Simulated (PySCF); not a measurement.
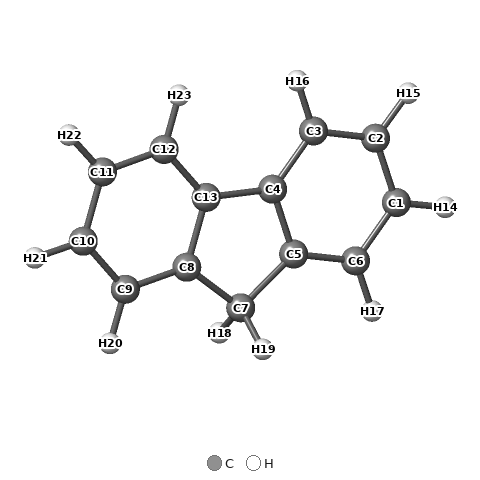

Geometry used (C₁₃H₁₀ (fluorene), SMILES c1ccc2c(c1)Cc1ccccc1-2).

GIAO shifts, PBE0/pcSseg-1 in PySCF, at a PBE0-D3(BJ)/def2-SVP geometry (no frequency check), against TMS for ¹H computed at the same level. Gas phase, fully decoupled, line heights follow the number of nuclei, widths are arbitrary (no quadrupolar broadening); values of one conformer, averaged over methyl-type rotors and exact or near symmetry.

> Which ¹H signals does it give?

5 signals.


```
δ (ppm)  nuclei     atoms
   8.02       2  H16, H23
   7.62       2  H17, H20
   7.52       2  H15, H22
   7.42       2  H14, H21
   3.87       2  H18, H19
```

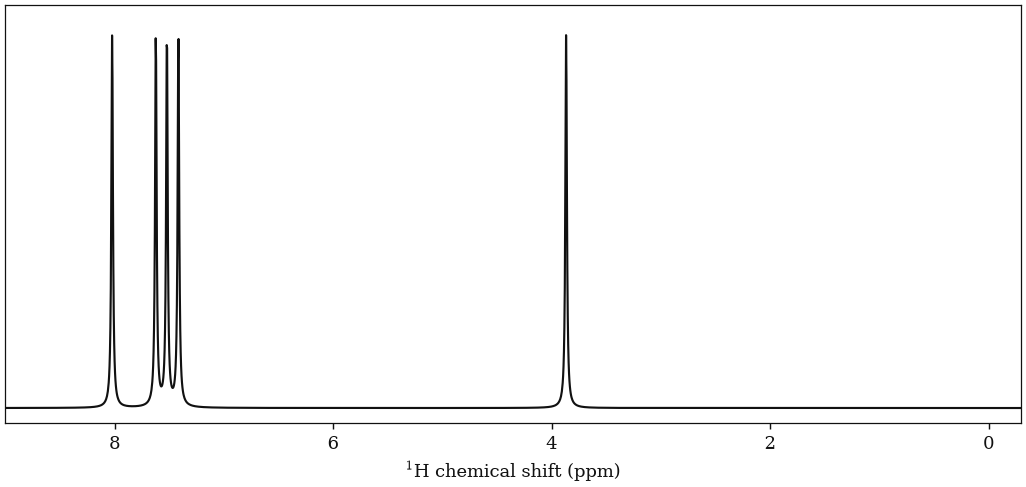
